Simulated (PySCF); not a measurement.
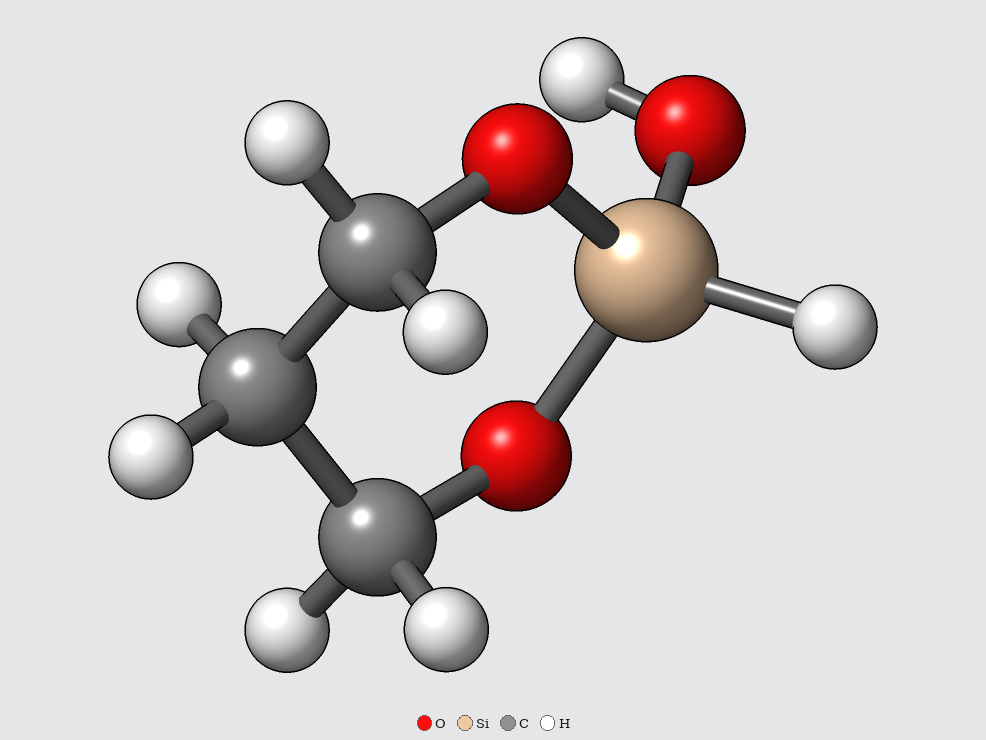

Figure made from data computed with PySCF.

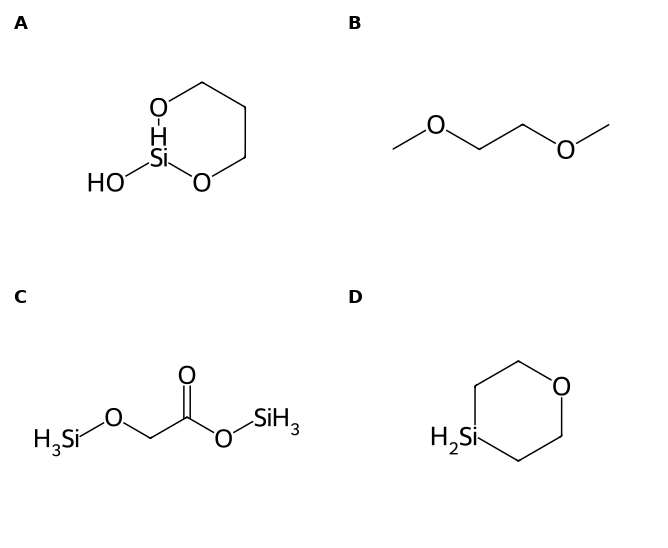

> The first picture shows one of the molecules drawn in the second. Which?

A, `O[SiH]1OCCCO1`.
